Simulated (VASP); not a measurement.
Band structure of GeSb$_{4}$Te$_{7}$ (space group P-3m1). Level of theory: PBEsol GGA, VASP's PBE PAW potentials (set 64) (plane waves; VASP 6.6.1).

Without a dispersion term in the relaxation, distances and binding between the weakly bound layers, chains or molecules are unreliable, and so is what depends on them. Unless said otherwise, spin-orbit coupling is left out, though it shifts the bands of the heavy elements here.

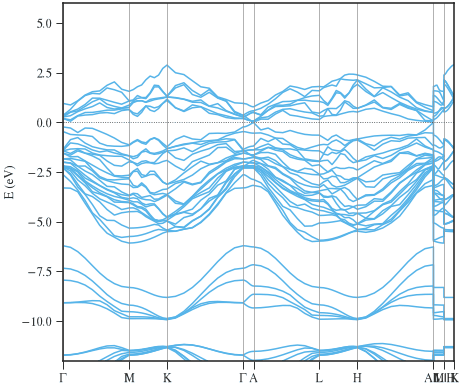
Bands along high-symmetry lines, zero at the valence-band maximum or, without a gap, the Fermi level

Task: Read the plot: is there a gap, and where are the band edges?

Result: The gap is direct, 0.01 eV, from the valence maximum at A to the conduction minimum at A. (Edges off the drawn lines would not show.)

The structure comes from a computed database's GeSb4Te7 entry (P-3m1); how it stands against other phases isn't given here. It was relaxed first, which changed the volume by -7 %.
